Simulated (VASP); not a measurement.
Energy against volume of Cu (fcc). Level of theory: r2SCAN+rVV10, VASP's PBE PAW potentials (set 64) (plane waves; VASP).

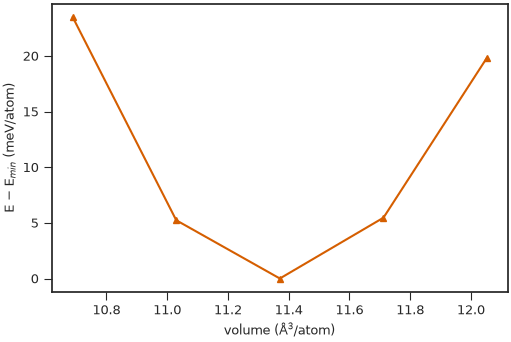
Figure: Energy against volume

Estimate the equilibrium volume and the bulk modulus.

The minimum lies near 11.4 Å³/atom, and the curvature gives B0 of about 170 GPa.

Measured: bulk modulus 144 GPa at 0 K (computed value off by +17.1 %), as given by Daniel Mejia-Rodriguez et al., Physical Review B (2018), arXiv:1807.09216 [0 K value with the zero-point phonon effect removed]; a 3.595 Å at 0 K (computed value off by -0.8 %), as given by Gábor I. Csonka et al., Physical Review B (2009), arXiv:0903.4037 [low-temperature or extrapolated to 0 K; zero-point anharmonic expansion removed].

The compound is Cu in the fcc structure. It was relaxed first.
